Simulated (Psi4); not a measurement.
# One shape, several levels: doublet NH+

Wanted: a comparison of 5 runs (U-r2SCAN/aug-cc-pVTZ, U-revPBE/aug-cc-pVTZ, UBHLYP/aug-cc-pVTZ, UBLYP/aug-cc-pVTZ, UM06-L/aug-cc-pVTZ) of doublet NH+. 

Program for the calculation: Psi4 1.11.

### 1 The structure to begin with

NH+ has 2 atoms, charge +1, and is taken as a doublet. SMILES of the parent species: `[NH]`. The bond length is the one measured for the parent species. That shape belongs to the parent species and isn't relaxed for this state.

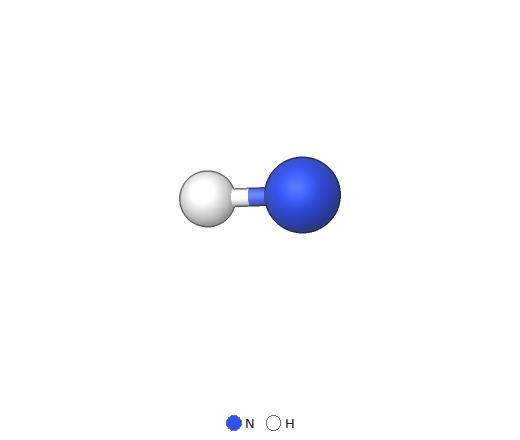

Viewed from a chosen angle; nitrogen blue, hydrogen white.

### 2 Energy and gradient at U-r2SCAN/aug-cc-pVTZ (run 1)

Contents of hn.xyz:

```xyz
2
HN
N      0.000000     0.000000     0.000000
H      0.000000     0.000000     1.036210
```

Contents of hn.py:

```python
import psi4

psi4.set_memory('1600 MB')
psi4.set_num_threads(1)
psi4.core.set_output_file('psi4.out', False)

with open('hn.xyz') as f:
    atoms = ''.join(f.readlines()[2:])
molecule = psi4.geometry('1 2\n' + atoms + 'symmetry c1')

psi4.set_options({
    'reference': 'uks',
    'puream': True,
    'e_convergence': 1e-09,
    'd_convergence': 1e-08,
    'scf_type': 'pk',
    'dft_radial_points': 99,
    'dft_spherical_points': 590,
    'maxiter': 100,
})

e, wfn = psi4.gradient("r2scan/aug-cc-pVTZ", return_wfn=True)
psi4.oeprop(wfn, "DIPOLE", "QUADRUPOLE", "LOWDIN_CHARGES")
print('gradient / Eh bohr^-1')
print(e.np.round(6))
print(f'energy = {wfn.energy():.10f} Eh')
```

On the command line:

```console
$ python hn.py
```

psi4.out:

```text
[...]
  Running in c1 symmetry.
[...]
  Nuclear repulsion =    3.574797072687969
[...]
  Multiplicity = 2
[...]
  Nalpha       = 4
  Nbeta        = 3
[...]
    Number of basis functions: 69
[...]
   @UKS iter   1:   -54.68975204545588    3.91938e-02   2.14860e-03 DIIS/ADIIS
[...]
   @UKS iter  16:   -54.70277055569628   -1.66054e-11   7.07747e-10 DIIS
[...]
   @S^2 Observed:                7.540676664E-01
[...]
  @UKS Final Energy:   -54.70277055569628
   => Energetics <=
    Nuclear Repulsion Energy =              3.5747970726879688
    One-Electron Energy =                 -77.6735310375662493
    Two-Electron Energy =                  26.1600667728446581
    DFT Exchange-Correlation Energy =      -6.7641033636626631
    Empirical Dispersion Energy =           0.0000000000000000
    VV10 Nonlocal Energy =                  0.0000000000000000
    Total Energy =                        -54.7027705556962829
[...]
  -Total Gradient:
     Atom            X                  Y                   Z
    ------   -----------------  -----------------  -----------------
       1       -0.000000000000    -0.000000000000     0.028486495039
       2        0.000000000000     0.000000000000    -0.028432204133
[...]
```

Standard output:

```text
gradient / Eh bohr^-1
[[-0.       -0.        0.028486]
 [ 0.        0.       -0.028432]]
energy = -54.7027705557 Eh
```

Wall time 11 s (1 thread of Intel Xeon 6975P-C (Granite Rapids), shared host); peak memory 0.84 GiB.

### 3 Energy and forces at U-revPBE/aug-cc-pVTZ (run 2)

Contents of job.dat:

```
memory 1600 MB

molecule m {
  1 2
  N      0.000000     0.000000     0.000000
  H      0.000000     0.000000     1.036210
  symmetry c1
  no_reorient
  no_com
}

set {
  basis aug-cc-pVTZ
  reference uks
  puream true
  e_convergence 1e-09
  d_convergence 1e-08
  scf_type pk
  dft_radial_points 99
  dft_spherical_points 590
  maxiter 100
}

e, wfn = gradient("revpbe", return_wfn=True)
oeprop(wfn, "MAYER_INDICES", "QUADRUPOLE", "MULLIKEN_CHARGES", title="REVPBE")
print_variables()
```

On the command line:

```console
$ psi4 -i job.dat -o job.out -n 1
```

job.out:

```text
[...]
  Running in c1 symmetry.
[...]
  Nuclear repulsion =    3.574797072687968
[...]
  Multiplicity = 2
[...]
  Nalpha       = 4
  Nbeta        = 3
[...]
    Number of basis functions: 69
[...]
   @UKS iter   1:   -54.71671147330058    7.26848e-02   1.73299e-03 DIIS/ADIIS
[...]
   @UKS iter   8:   -54.72419083557283   -4.71800e-11   8.47357e-09 DIIS
[...]
   @S^2 Observed:                7.522917231E-01
[...]
  @UKS Final Energy:   -54.72419083557283
   => Energetics <=
    Nuclear Repulsion Energy =              3.5747970726879683
    One-Electron Energy =                 -77.6624567745745367
    Two-Electron Energy =                  26.1422085019572883
    DFT Exchange-Correlation Energy =      -6.7787396356435510
    Empirical Dispersion Energy =           0.0000000000000000
    VV10 Nonlocal Energy =                  0.0000000000000000
    Total Energy =                        -54.7241908355728341
[...]
  -Total Gradient:
     Atom            X                  Y                   Z
    ------   -----------------  -----------------  -----------------
       1       -0.000000000000     0.000000000000     0.035948241840
       2        0.000000000000     0.000000000000    -0.035948246120
[...]
  Mulliken Charges: (a.u.)
   Center  Symbol    Alpha    Beta     Spin     Total
       1     N     3.70263  2.70556  0.99706  0.59181
       2     H     0.29737  0.29444  0.00294  0.40819
   Total alpha =  4.00000, Total beta =  3.00000, Total charge =  1.00000
  Mayer Bond Indices:
  Total Bond Index:
  Irrep: 1 Size: 2 x 2
                 1                   2
[...]
```

Wall time 4.8 s (1 thread of Intel Xeon 6975P-C (Granite Rapids), shared host); peak memory 0.5 GiB.

### 4 A single-point energy at UBHLYP/aug-cc-pVTZ (run 3)

Contents of job.json:

```json
{
 "schema_name": "qcschema_input",
 "schema_version": 1,
 "molecule": {
  "schema_name": "qcschema_molecule",
  "schema_version": 2,
  "symbols": ["N", "H"],
  "geometry": [0.0, 0.0, 0.0, 0.0, 0.0, 1.95815311],
  "molecular_charge": 1,
  "molecular_multiplicity": 2,
  "fix_symmetry": "c1"
 },
 "driver": "energy",
 "model": {
  "method": "bhhlyp",
  "basis": "aug-cc-pVTZ"
 },
 "keywords": {
  "reference": "uks",
  "puream": true,
  "e_convergence": 1e-09,
  "d_convergence": 1e-08,
  "scf_type": "pk",
  "dft_radial_points": 99,
  "dft_spherical_points": 590,
  "maxiter": 100,
  "scf_properties": ["MULLIKEN_CHARGES", "QUADRUPOLE", "DIPOLE"]
 }
}
```

On the command line:

```console
$ psi4 --qcschema job.json -n 1 --memory 1600MB
```

stdout:

```text
[...]
  Running in c1 symmetry.
[...]
  Nuclear repulsion =    3.574797069877748
[...]
  Multiplicity = 2
[...]
  Nalpha       = 4
  Nbeta        = 3
[...]
    Number of basis functions: 69
[...]
   @UKS iter   1:   -54.69304075364101   -1.38907e-01   3.25514e-03 ADIIS/DIIS
[...]
   @UKS iter   9:   -54.72511614325153   -9.03100e-12   3.02134e-09 DIIS
[...]
   @S^2 Observed:                7.532445292E-01
[...]
  @UKS Final Energy:   -54.72511614325153
   => Energetics <=
    Nuclear Repulsion Energy =              3.5747970698777483
    One-Electron Energy =                 -77.6909671156038257
    Two-Electron Energy =                  22.8941607916895364
    DFT Exchange-Correlation Energy =      -3.5031068892149899
    Empirical Dispersion Energy =           0.0000000000000000
    VV10 Nonlocal Energy =                  0.0000000000000000
    Total Energy =                        -54.7251161432515332
[...]
 Multipole Moments:
 ------------------------------------------------------------------------------------
     Multipole            Electronic (a.u.)      Nuclear  (a.u.)        Total (a.u.)
 ------------------------------------------------------------------------------------
 L = 1.  Multiply by 2.5417464519 to convert [e a0] to [Debye]
 Dipole X            :          0.0000000            0.0000000            0.0000000
 Dipole Y            :         -0.0000000            0.0000000           -0.0000000
 Dipole Z            :         -0.1116745            0.9063969            0.7947224
 Magnitude           :                                                    0.7947224
 L = 2.  Multiply by 1.3450342976 to convert [e a0^2] to [Debye ang]
 Quadrupole XX       :         -3.3412490            0.0000000           -3.3412490
 Quadrupole XY       :          0.2460406            0.0000000            0.2460406
[...]
```

The result, in JSON:

```text
{
 "driver": "energy",
 "model": {
  "method": "bhhlyp",
  "basis": "aug-cc-pVTZ"
 },
 "success": true,
 "return_result": -54.72511614325153,
 "properties": {
  "calcinfo_nbasis": 69,
  "calcinfo_nmo": 69,
  "calcinfo_nalpha": 4,
  "calcinfo_nbeta": 3,
  "calcinfo_natom": 2,
  "nuclear_repulsion_energy": 3.5747970698777483,
  "return_energy": -54.72511614325153,
  "scf_one_electron_energy": -77.69096711560383,
  "scf_two_electron_energy": 22.894160791689536,
  "scf_xc_energy": -3.50310688921499,
  "scf_dipole_moment": [5.35955696947659e-16, -2.1863029295011345e-15, 0.7947224198428854],
  "scf_total_energy": -54.72511614325153,
  "scf_iterations": 9
 }
}
```

Wall time 3.6 s (1 thread of Intel Xeon 6975P-C (Granite Rapids), shared host); peak memory 0.5 GiB.

Run 4 isn't shown in full; the table further down has it.

### 5 Energy and gradient at UM06-L/aug-cc-pVTZ (run 5)

Contents of calc.inp:

```
memory 1600 MB

molecule {
  1 2
  N
  H 1 r2

  r2 = 1.03621
  units angstrom
  symmetry c1
  no_reorient
  no_com
}

set {
  reference            uks
  puream               true
  e_convergence        1e-09
  d_convergence        1e-08
  scf_type             pk
  dft_radial_points    99
  dft_spherical_points 590
  maxiter              100
}

energy_value, wavefunction = gradient("m06-l/aug-cc-pVTZ", return_wfn=True)
```

On the command line:

```console
$ psi4 calc.inp calc.out -n 1
```

calc.out:

```text
[...]
  Running in c1 symmetry.
[...]
  Nuclear repulsion =    3.574797072687968
[...]
  Multiplicity = 2
[...]
  Nalpha       = 4
  Nbeta        = 3
[...]
    Number of basis functions: 69
[...]
   @UKS iter   1:   -54.71588736822604    2.53477e-02   2.53214e-03 DIIS/ADIIS
[...]
   @UKS iter   9:   -54.73178254431870   -1.06581e-12   5.00784e-09 DIIS
[...]
   @S^2 Observed:                7.528857307E-01
[...]
  @UKS Final Energy:   -54.73178254431870
   => Energetics <=
    Nuclear Repulsion Energy =              3.5747970726879683
    One-Electron Energy =                 -77.7209516130067186
    Two-Electron Energy =                  26.2193498820077124
    DFT Exchange-Correlation Energy =      -6.8049778860076691
    Empirical Dispersion Energy =           0.0000000000000000
    VV10 Nonlocal Energy =                  0.0000000000000000
    Total Energy =                        -54.7317825443187047
[...]
  -Total Gradient:
     Atom            X                  Y                   Z
    ------   -----------------  -----------------  -----------------
       1       -0.000000000000    -0.000000000000     0.032381942491
       2       -0.000000000000     0.000000000000    -0.032381747996
[...]
```

Run time: 7.2 s. Hardware: 1 thread of Intel Xeon 6975P-C (Granite Rapids), shared host; peak memory 0.85 GiB.

### 6 The series

```csv
run,level,task,energy (Eh),HOMO energy (eV),LUMO energy (eV),⟨S²⟩,wall time
1,U-r2SCAN/aug-cc-pVTZ,gradient,-54.702771,-21.18,-19.08,0.754,11 s
2,U-revPBE/aug-cc-pVTZ,gradient,-54.724191,-20.46,-19.58,0.752,4.8 s
3,UBHLYP/aug-cc-pVTZ,energy,-54.725116,-24.59,-15.60,0.753,3.6 s
4,UBLYP/aug-cc-pVTZ,gradient,-54.729405,-20.38,-19.50,0.752,4.5 s
5,UM06-L/aug-cc-pVTZ,gradient,-54.731783,-20.65,-18.59,0.753,7.2 s
```

### 7 Outcome

| quantity | value |
| --- | --- |
| run 5: total energy | -54.73178 Eh |
| run 5: HOMO energy (highest over α and β) | -20.65 eV |
| run 5: LUMO energy (lowest over α and β) | -18.59 eV |
| run 5: ⟨S²⟩ | 0.753 |
| run 5: largest force on an atom | 1.665 eV/Å |

**Reading.** Totals of different functionals can't be ranked against each other. All runs together took 32 s, the longest 11 s.
